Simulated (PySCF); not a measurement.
C$_{3}$H$_{6}$B$_{2}$F$_{2}$Si (SMILES B[SiH2]CC#CB(F)F)

The calculation's input:

```
{"job": {"kind": "nmr", "xc": "PBE0", "basis": "pcSseg-1"}, "charge": 0, "multiplicity": 1}
B     -1.886030     1.341161    -0.058625
Si    -1.793809    -0.522834     0.522940
C     -0.352995    -1.383590    -0.463718
C      0.853775    -0.646193    -0.299524
C      1.847434     0.024764    -0.131151
B      3.083898     0.850224     0.060284
F      3.383828     1.882349    -0.714474
F      3.966559     0.623011     1.019980
H     -1.508133     2.215641     0.618427
H     -2.315407     1.634931    -1.106339
H     -1.491288    -0.805782     1.937374
H     -2.951200    -1.388478     0.215034
H     -0.616924    -1.423324    -1.521123
H     -0.220387    -2.402355    -0.101253
```

Run with:

```sh
OMP_NUM_THREADS=1 python probes_run.py task.json out
```

Geometry: GFN2-xTB.

All numbers below come from PBE0/pcSseg-1, SCF density, gas phase, non-relativistic (PySCF 2.14.0).

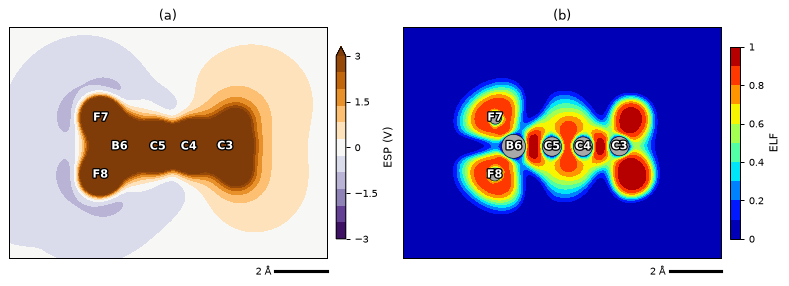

Figure 1. (a) electrostatic potential; (b) ELF on the plane of atoms F7, B6 and F8. Grey discs cover the atomic cores in the ELF map.

> Read the bonding off the picture.

Atoms in the plane: C, B and F.
C–C (1.21 Å): the ELF peaks at about 0.85 between the atoms: a short, multiple covalent bond.
B–F (1.32 Å): the ELF peaks at about 0.85 between the atoms: a polar covalent bond.
C–B (1.50 Å): the ELF peaks at about 0.95 between the atoms (localised, covalent bonding).
The ELF also peaks beside F8 and F7, away from the bonds: lone-pair regions.
Outside the dense part of the molecule the potential is most negative (−1.0 V) near F8.

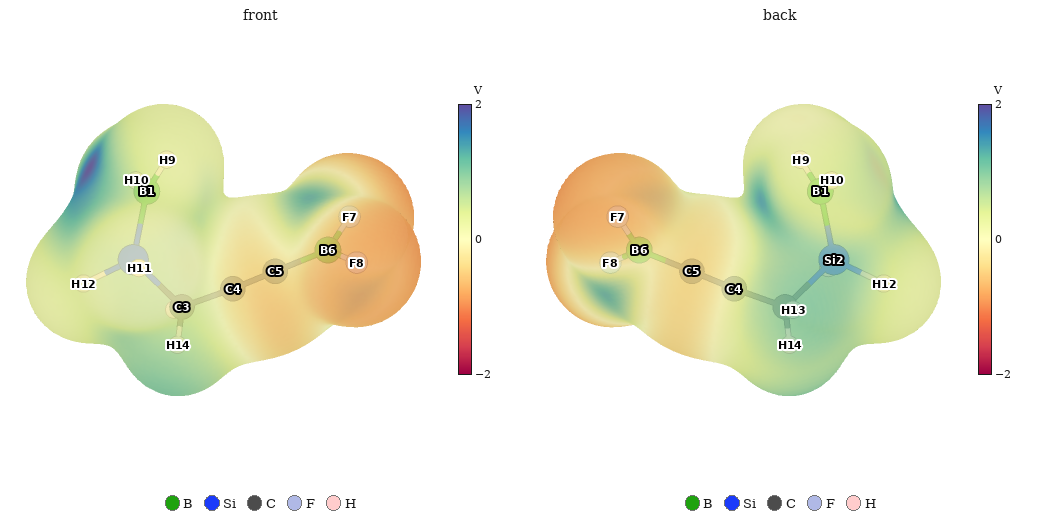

Figure 2. The electrostatic potential painted on the density surface at 0.001 e/bohr³, seen from the front and from behind; red is negative and blue positive.

> Where is the surface potential most negative and most positive?

The most negative region (about −0.9 V, or −21 kcal/mol for a unit charge) lies over F7 and F8, the most positive (about +1.8 V, or +42 kcal/mol for a unit charge) over B1.
